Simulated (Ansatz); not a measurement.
**Moving the knobs of a GW run on NaCl (Halite)**

A base run on NaCl (Halite), then changed inputs.

Method: G0W0 on PBE, plane waves, PAW, in Ansatz 0.2.0.

### Step 1. The starting structure

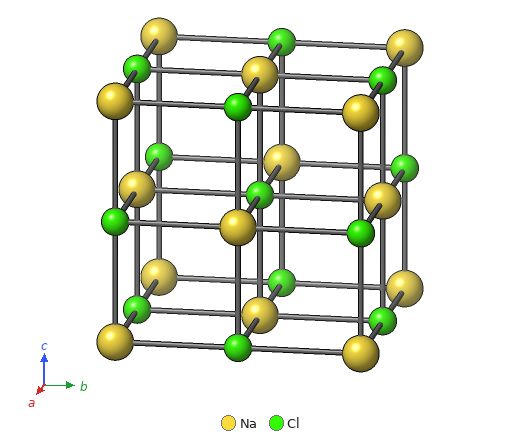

Start, viewed slightly off an axis; sodium yellow, chlorine green. This picture shows the conventional cell, with its axes. Some periodic images of atoms are drawn too.

Structure file:

```cif
data_structure
_symmetry_space_group_name_H-M 'P 1'
_symmetry_Int_Tables_number 1
_cell_length_a 3.9882
_cell_length_b 3.9882
_cell_length_c 3.9882
_cell_angle_alpha 60.000
_cell_angle_beta 60.000
_cell_angle_gamma 60.000
_cell_volume 44.85
loop_
_atom_site_label
_atom_site_type_symbol
_atom_site_fract_x
_atom_site_fract_y
_atom_site_fract_z
_atom_site_occupancy
Na1 Na 0.00000 0.00000 0.00000 1
Cl2 Cl 0.50000 0.50000 0.50000 1
```

The cell and positions come from the Crystallography Open Database and are kept as given unless a step says otherwise. The default PAW set here is soft_2. Its files were made with PBE.

### Step 2. The base run: 4×4×4 mesh, 133 empty bands, screening to 120 eV

G0W0 replaces the xc potential by the self-energy, built once from these orbitals. Only a window of levels is corrected, while the sums run over the empty bands that the input names.

Contents of input.yaml:

```yaml
crystal:
  lattice:
    - [0.0, 2.82005, 2.82005]
    - [2.82005, 0.0, 2.82005]
    - [2.82005, 2.82005, 0.0]
  atoms:
    - { symbol: Na, position: [0.0, 0.0, 0.0] }
    - { symbol: Cl, position: [0.5, 0.5, 0.5] }
kpoints:
  mp_grid: { grid: [4, 4, 4] }
hamiltonian:
  xc: pbe
scf:
  occupations: { method: fixed }
gw:
  n_empty_bands: 133
  ecut_chi: 120
  qp_bands: [v2, c2]
  qp_kpoints: band_edges
  screening: { model: contour_deformation }
```

Launch:

```bash
ansatz run input.yaml --threads 3 --pin off --max-ram 92160MiB --backend cuda --events-out ev --progress --plain --runs-dir out --devices 1 --max-vram 13GiB
```

Numbers of over 12 decimals in the logs are rounded to 6 here.

Output:

```text
GPUs: using 1 of 1 available (devices: 1).
Engine: ansatz 0.2.0, x86_64-unknown-linux-gnu
Pseudopotentials: kind: paw
Pseudopotential: Na, paw, valence charge 9, recommended cutoff 420 eV (normal), Na.paw.azcp
Pseudopotential: Cl, paw, valence charge 7, recommended cutoff 420 eV (normal), Cl.paw.azcp
Functional definition: PBE
  parameter kappa = 0.804
  parameter beta = 0.066725
  exchange = pbe_x(kappa = kappa, mu = beta*pi^2/3)
  correlation = pbe_c(beta = beta)
device memory: the entry about to start is reckoned to put 0.8 GiB on a device that reports 43.2 GiB free (of which the cap on the GPU budget leaves the run 13.0 GiB)
GPU FFT provider: cuFFT
GPU libraries: cuBLAS 13.8.2, cuFFT 12.4.0, cuSOLVER 12.3.4
Crystal: 2 atoms, lattice volume = 44.854 Å³
Basis set: ecut = 420 eV, 893 PW (Γ)
Bands: 12, of which v1, the nominal top of the filled ones, is band 8 counted from 1 (7 counted from 0)
Symmetry: 48 space group operations
Space group: Fm-3m (ITA 225), of the structure as read, at distance tolerance 3.6e-5 Å
k-points: 8 of 64
Non-local potential: Na, projectors of the file, l = 0: 3, l = 1: 2, l = 2: 1
Non-local potential: Cl, projectors of the file, l = 0: 2, l = 1: 2, l = 2: 2
PAW form: soft (Blöchl's): semilocal exchange-correlation on the pseudo side does not see the compensation charge
PAW one-centre angular grid: Na, 110 points (default); XC on 64 Gauss nodes
PAW one-centre angular grid: Cl, 110 points (default); XC on 64 Gauss nodes
Initial density: superposition of atomic densities (neutral atoms: chi_scale 0, normalization atom), corrected by the library's trained network
Initial wavefunctions: pseudopotential atomic-orbital guess
GPU buffer pool allocated for 19683 grid points (all kernels)
GPU transforms: local potential and band sums: pruned to the plane-wave sphere, on 25×27×27
Functional: x = pbe(κ = 0.804, μ = 0.219515), c = pbe(β = 0.066725)
SCF iter   1: F=—  HF=-2569.550424 eV  |F-HF|=—  |Δ(HF+E_count)|=         —  Δρ=1.05e-3  dr2=7.40e-4  ethr=1.77e-3  ⟨swp⟩=4.9  Hψ=486  notcnv=0  defer=11
preconditioner: auto → none  [insulator: Δε(μ)=5.105 eV  Ē_g=20.935 eV  n_scr=14 (ndim 8)  ℏωp=20.7 eV  f_vac=0.033  ε∞_Penn≈2.0]
SCF iter   2: F=—  HF=-2569.550530 eV  |F-HF|=—  |Δ(HF+E_count)|=   1.06e-4  Δρ=1.13e-3  dr2=8.72e-4  ethr=4.63e-6  ⟨swp⟩=2.0  Hψ=231  notcnv=0  defer=13
SCF iter   3: F=—  HF=-2569.550290 eV  |F-HF|=—  |Δ(HF+E_count)|=   2.40e-4  Δρ=5.41e-4  dr2=2.07e-4  ethr=4.63e-6  ⟨swp⟩=2.4  Hψ=125  notcnv=0  defer=13
SCF iter   4: F=—  HF=-2569.550228 eV  |F-HF|=—  |Δ(HF+E_count)|=   6.19e-5  Δρ=2.04e-4  dr2=3.07e-5  ethr=1.29e-6  ⟨swp⟩=2.2  Hψ=114  notcnv=0  defer=3
SCF iter   5: F=—  HF=-2569.550220 eV  |F-HF|=—  |Δ(HF+E_count)|=   8.74e-6  Δρ=6.05e-5  dr2=2.54e-6  ethr=1.92e-7  ⟨swp⟩=2.0  Hψ=120  notcnv=0
[...]
E_nonlocal   = 143.577717
  E_hartree    = 539.299040
  E_xc         = -147.097807
  E_vxc        = -173.392914  (∫ρ·V_xc dr)
  E_paw        = -922.545029  (= ΣΔE_a)
  E_vpaw       = -36.781527  (= ΣTr[D̂ρ^β])
  E_aug_tail   = 0.000073  (compensation charges beyond the density's cutoff)
  E_ewald      = -936.137051
  E_smearing   = -0.000000  (= −TS)
  E_closure    = -0.000000  (closes the sum)
  Σ components = -2569.550219   (vs F -2569.550219, Δ=0.00e0)
--- Band table (eV; the first three rows and the last of 8) ---
  k-point 0: bands = [... 4 lower, -11.5488, 1.1069, 1.1069, 1.1069, 6.2129, 12.1389, 12.1389, 12.1389]
  k-point 1: bands = [... 4 lower, -11.3867, 0.0124, 0.9715, 0.9715, 7.6823, 11.0805, 12.4107, 12.4107]
  k-point 2: bands = [... 4 lower, -11.2149, -0.8143, 0.8442, 0.8442, 8.3633, 11.7340, 11.9916, 11.9916]
  k-point 7: bands = [... 4 lower, -11.1503, -0.0780, -0.0780, 0.3557, 9.9026, 10.7775, 10.7775, 12.4164]
--- G₀W₀: contour deformation, 6 samples at zero and on the imaginary axis and 2 off it, 64 q-points, 133 empty bands' worth ---
  eigenvalues of the whole cell's RPA ε∞ on this k-mesh (on a slab, of 1 + 4πα/V) = 2.3655, 2.3655, 2.3655; static W/v taken at q = 0 is 0.422750
  bands read: the sum over 141 bands ends inside a degenerate multiplet in 2 slots, whose members it reads at an even weight; the widest, k=0: bands 141 to 142 (counted from 1) at 1/2 each
  gw.qp_kpoints: band_edges: 7 of 8 stored k-points solved, in 1 pass; an edge of the gap read off the rows below is read off those points alone
    valence top: of the k-points left out ik 7 came nearest to being solved in a further pass, in band 8 (counted from 1, as in the quasiparticle table): it holds the edge there only if its correction is more favourable than any solved in that band by at least 0.751 eV; those differ by 0.107 eV
    conduction bottom: of the k-points left out ik 7 came nearest to being solved in a further pass, in band 9 (counted from 1, as in the quasiparticle table): it holds the edge there only if its correction is more favourable than any solved in that band by at least 3.690 eV; those differ by 0.316 eV
    ik  band        ε_KS         Σx   Σc(E_QP)       V_xc       Z   E_QP_lin       E_QP  E_QP is
     0     7      1.1069   -21.1587     2.4907   -16.7872  0.7987    -0.8154    -0.7738  root
     0     8      1.1069   -21.1587     2.4907   -16.7872  0.7987    -0.8154    -0.7738  root
     0     9      6.2129    -5.1995    -3.1796    -9.2162  0.8579     7.0552     7.0500  root
     0    10     12.1389    -3.6727    -3.5761    -8.4583  0.8443    13.3637    13.3484  root
     1     7      0.9715   -20.9682     2.5170   -16.5446  0.7981    -0.9788    -0.9351  root
     1     8      0.9715   -20.9682     2.5170   -16.5446  0.7981    -0.9788    -0.9351  root
     1     9      7.6823    -5.7299    -3.2581    -9.9177  0.8506     8.6191     8.6120  root
     1    10     11.0805    -4.3405    -3.5205    -8.9284  0.8412    12.1599    12.1479  root
[...]
6     7      0.5113   -20.5438     2.6213   -15.9346  0.7962    -1.5278    -1.4766  root
     6     8      0.5113   -20.5438     2.6213   -15.9346  0.7962    -1.5278    -1.4766  root
     6     9      8.6194    -4.6546    -3.3135    -9.1214  0.8575     9.7837     9.7728  root
     6    10      9.1540    -3.1017    -3.1664    -7.1323  0.8573    10.0243    10.0182  root
[key lines of the parts left out:]
SCF converged after 8 iterations
Free energy (F): -2569.550219 eV
Fermi energy:    1.106933 eV
```

Elapsed: 13 s, on 1 × NVIDIA H100 80GB HBM3 (shared by 6 runs) with 3 threads of AMD EPYC 7R13 (Zen 3), shared host; peak memory 1 GiB.

In the SCF lines HF is the Harris–Foulkes energy and dr2 the Hartree energy of the density residual, in eV; the loop may stop once dr2 is under the threshold and the program's other checks hold. Hψ counts applications of the Hamiltonian.

This step gave:

* bands summed: 141
* RPA ε∞ on this mesh (eigenvalues): 2.365, 2.365, 2.365
* plane waves in the screening matrix: 137
* q-points in the mesh: 64
* G0W0 gap on the mesh: 7.824 eV
* k of the valence top: 0, 0, 0
* k of the conduction bottom: 0, 0, 0
* starting gap on the mesh: 5.106 eV
* Z at the valence top: 0.7987
* Z at the conduction bottom: 0.8579
* least direct G0W0 gap on the computed points: 7.824 eV

The gap on the mesh goes from 5.11 eV to 7.82 eV, a correction of +2.72 eV. Between the two edge states, bare exchange in place of the xc potential would open the gap by 8.39 eV, and correlation takes back 5.67 eV.

### Step 3. Variant: norm-conserving files, smooth pair densities

This step: G0W0 on PBE, plane waves, norm-conserving pseudopotentials.

input.yaml, the sections that differ from step 2:

```yaml
hamiltonian:
  xc: pbe
  pseudopotentials: { kind: nc }
gw:
  n_empty_bands: 72
  ecut_chi: 80
  qp_bands: [v2, c2]
  qp_kpoints: band_edges
  screening: { model: contour_deformation }
  pair_densities: pseudo
# crystal, kpoints, scf: as in step 2
```

Output:

```text
GPUs: using 1 of 1 available (devices: 1).
[...]
GPU FFT provider: cuFFT
GPU libraries: cuBLAS 13.8.2, cuFFT 12.4.0, cuSOLVER 12.3.4
Crystal: 2 atoms, lattice volume = 44.854 Å³
Basis set: ecut = 1197.300995 eV, 4279 PW (Γ)
Bands: 12, of which v1, the nominal top of the filled ones, is band 8 counted from 1 (7 counted from 0)
Symmetry: 48 space group operations
[...]
k-points: 8 of 64
[...]
GPU buffer pool allocated for 110592 grid points (all kernels)
[...]
SCF iter   1: F=—  HF=-1694.934431 eV  |F-HF|=—  |Δ(HF+E_count)|=         —  Δρ=8.56e-2  dr2=2.19e0  ethr=3.10e-3  ⟨swp⟩=5.0  Hψ=525  notcnv=0  defer=9
[...]
SCF iter   7: F=-1693.811890 eV  HF=-1693.811890 eV  |F-HF|=2.93e-9  |Δ(HF+E_count)|=   1.36e-7  Δρ=4.44e-6  dr2=5.87e-9  ethr=6.25e-10  ⟨swp⟩=7.1  Hψ=558  notcnv=0
SCF 1 converged in 7 iterations: F = -1693.811890 eV  dr2 = 5.87e-9
[...]
NSCF: frozen V_eff on 8 k-points
[...]
G₀W₀ screening: q 1/8
[... further progress lines ...]
[...]
SCF converged after 7 iterations
Free energy (F): -1693.811890 eV
[...]
Internal energy: -1693.811890 eV  (E = F + TS)
E sigma→0 (E₀):  -1693.811890 eV
Fermi energy:    1.061003 eV
[...]
--- Band table (eV; the first three rows and the last of 8) ---
  k-point 0: bands = [... 4 lower, -11.5951, 1.0610, 1.0610, 1.0610, 6.1690, 12.0985, 12.0985, 12.0985]
  k-point 1: bands = [... 4 lower, -11.4332, -0.0326, 0.9256, 0.9256, 7.6387, 11.0388, 12.3715, 12.3715]
  k-point 2: bands = [... 4 lower, -11.2617, -0.8587, 0.7982, 0.7982, 8.3224, 11.6886, 11.9535, 11.9535]
  k-point 7: bands = [... 4 lower, -11.1971, -0.1228, -0.1228, 0.3103, 9.8608, 10.7351, 10.7351, 12.3779]
[...]
0     7      1.0610   -19.0250     2.6707   -14.4754  0.8010    -0.8592    -0.8178  root
     0     8      1.0610   -19.0250     2.6707   -14.4754  0.8010    -0.8592    -0.8178  root
     0     9      6.1690    -4.1272    -3.1466    -8.1234  0.8587     7.0239     7.0186  root
     0    10     12.0985    -3.5687    -3.4721    -8.3282  0.8451    13.4034    13.3859  root
     1     7      0.9256   -18.8925     2.6951   -14.2932  0.8003    -1.0222    -0.9787  root
     1     8      0.9256   -18.8925     2.6951   -14.2932  0.8003    -1.0222    -0.9787  root
     1     9      7.6387    -4.5769    -3.2140    -8.7362  0.8515     8.5913     8.5840  root
     1    10     11.0388    -3.8190    -3.4394    -8.3583  0.8418    12.1515    12.1387  root
[...]
6     7      0.4660   -18.6177     2.7829   -13.8553  0.7983    -1.5640    -1.5135  root
     6     8      0.4660   -18.6177     2.7829   -13.8553  0.7983    -1.5640    -1.5135  root
     6     9      8.5780    -4.1974    -3.2557    -8.6182  0.8581     9.7541     9.7430  root
     6    10      9.1127    -3.0503    -3.0987    -7.0639  0.8577    10.0344    10.0275  root
```

Elapsed: 13 s, on 1 × NVIDIA H100 80GB HBM3 (shared by 6 runs) with 3 threads; peak memory 0.99 GiB; 9.2 s of CPU time.

The G0W0 gap on the mesh is 7.836 eV.

Against the base:

| setting | base | variant |
| --- | --- | --- |
| files | default PAW | norm-conserving |
| empty bands | 133 | 72 |
| screening cutoff (eV) | 120 | 80 |
| pair densities | - | pseudo |

```
                                    quantity  variant   base
                    starting gap on the mesh    5.108  5.106
                        G0W0 gap on the mesh    7.836  7.824
least direct G0W0 gap on the computed points    7.836  7.824
                        Z at the valence top    0.801  0.799
                  Z at the conduction bottom    0.859  0.858
```

### Step 4. Variant: accuracy level

This step: G0W0 on PBE, plane waves, PAW.

input.yaml, the sections that differ from step 3:

```yaml
hamiltonian:
  xc: pbe
gw:
  n_empty_bands: 101
  ecut_chi: 100
  qp_bands: [v2, c2]
  qp_kpoints: band_edges
  screening: { model: contour_deformation }
accuracy: low
# crystal, kpoints, scf: as in step 3
```

Output:

```text
settings of this run that can trade accuracy for cost: accuracy: low. Do not mix this run's numbers with those of runs without the same settings; the input reference describes each key
GPUs: using 1 of 1 available (devices: 1).
[...]
GPU FFT provider: cuFFT
GPU libraries: cuBLAS 13.8.2, cuFFT 12.4.0, cuSOLVER 12.3.4
Crystal: 2 atoms, lattice volume = 44.854 Å³
Basis set: ecut = 420 eV, 893 PW (Γ)
Bands: 12, of which v1, the nominal top of the filled ones, is band 8 counted from 1 (7 counted from 0)
Symmetry: 48 space group operations
[...]
k-points: 8 of 64
[...]
GPU buffer pool allocated for 19683 grid points (all kernels)
[...]
SCF iter   1: F=—  HF=-2569.550424 eV  |F-HF|=—  |Δ(HF+E_count)|=         —  Δρ=1.05e-3  dr2=7.40e-4  ethr=1.77e-3  ⟨swp⟩=4.9  Hψ=486  notcnv=0  defer=11
[...]
SCF iter   8: F=-2569.550219 eV  HF=-2569.550219 eV  |F-HF|=1.35e-8  |Δ(HF+E_count)|=   9.11e-8  Δρ=5.17e-6  dr2=1.89e-8  ethr=6.25e-10  ⟨swp⟩=5.1  Hψ=368  notcnv=0
SCF 1 converged in 8 iterations: F = -2569.550219 eV  dr2 = 1.89e-8
[...]
G₀W₀ screening: q 1/8
[... further progress lines ...]
[...]
SCF converged after 8 iterations
Free energy (F): -2569.550219 eV
[...]
Internal energy: -2569.550219 eV  (E = F + TS)
E sigma→0 (E₀):  -2569.550219 eV
Fermi energy:    1.106933 eV
[...]
--- Band table (eV; the first three rows and the last of 8) ---
  k-point 0: bands = [... 4 lower, -11.5488, 1.1069, 1.1069, 1.1069, 6.2129, 12.1389, 12.1389, 12.1389]
  k-point 1: bands = [... 4 lower, -11.3867, 0.0124, 0.9715, 0.9715, 7.6823, 11.0805, 12.4107, 12.4107]
  k-point 2: bands = [... 4 lower, -11.2149, -0.8143, 0.8442, 0.8442, 8.3633, 11.7340, 11.9916, 11.9916]
  k-point 7: bands = [... 4 lower, -11.1503, -0.0780, -0.0780, 0.3557, 9.9026, 10.7775, 10.7775, 12.4164]
[...]
0     7      1.1069   -21.1587     2.5773   -16.7872  0.8001    -0.7247    -0.6872  root
     0     8      1.1069   -21.1587     2.5773   -16.7872  0.8001    -0.7247    -0.6872  root
     0     9      6.2129    -5.1995    -3.1508    -9.2162  0.8583     7.0844     7.0788  root
     0    10     12.1389    -3.6727    -3.5394    -8.4583  0.8446    13.4014    13.3851  root
     1     7      0.9715   -20.9682     2.6020   -16.5446  0.7995    -0.8896    -0.8501  root
     1     8      0.9715   -20.9682     2.6020   -16.5446  0.7995    -0.8896    -0.8501  root
     1     9      7.6823    -5.7299    -3.2246    -9.9177  0.8511     8.6532     8.6456  root
     1    10     11.0805    -4.3405    -3.4853    -8.9284  0.8415    12.1960    12.1831  root
[...]
6     7      0.5113   -20.5438     2.6981   -15.9346  0.7975    -1.4467    -1.3998  root
     6     8      0.5113   -20.5438     2.6981   -15.9346  0.7975    -1.4467    -1.3998  root
     6     9      8.6194    -4.6546    -3.2877    -9.1214  0.8578     9.8100     9.7985  root
     6    10      9.1540    -3.1017    -3.1425    -7.1323  0.8575    10.0486    10.0421  root
```

Run time: 9.5 s. Hardware: 1 × NVIDIA H100 80GB HBM3 (shared by 6 runs) with 3 threads; peak memory 1 GiB; 8.3 s of CPU time.

The G0W0 gap on the mesh is 7.766 eV.

Against the base:

```
              setting  base  variant
          empty bands   133      101
screening cutoff (eV)   120      100
             accuracy     -      low
```

```csv
quantity,variant,base
starting gap on the mesh,5.106,5.106
G0W0 gap on the mesh,7.766,7.824
least direct G0W0 gap on the computed points,7.766,7.824
Z at the valence top,0.800,0.799
Z at the conduction bottom,0.858,0.858
```

### Step 5. What came out

| Item | Value |
| --- | --- |
| base | 7.82 eV, 13 s |
| norm-conserving files, smooth pair densities | 7.84 eV, 13 s |
| accuracy level | 7.77 eV, 9.5 s |

**Reading.** Norm-conserving files, smooth pair densities: the gap moves by +0.01 eV (the plane-wave cutoff goes from 420 to 1197.3 eV). The variant differs from the base in files, empty bands, screening cutoff and pair densities together, so the change can't be laid to one of them. Accuracy level: the gap moves by −0.06 eV. The variant differs from the base in empty bands, screening cutoff and accuracy together, so the change can't be laid to one of them. All runs here use a coarse mesh and modest cutoffs; they test settings and are not final values. The 4×4×4 mesh is coarse for this cell (its supercell is 16 Å along the shortest edge). The RPA ε∞ on it, from the PBE start, is 2.37; such meshes misread the long-range screening, most where the gap is narrow.

[Paths, hosts, dates, memory and timing lines, banners, echoed tables and standing remarks are left out of the program output.]

[Logs are printed without paths, hosts, clocks, repeated set-up lines and the standing remarks that a program may print on its own settings, such as how far it seeks lower states.]

[Runs of the session that timed out or met a known fault of the program may be left out.]

[Cells called generated may have been cut or substituted from an entry of the Crystallography Open Database or the Materials Project.]

[Hosts, paths, dates, database ids (printed as entryN), source tags and the programs' standing remarks are cut or masked in the printed files.]
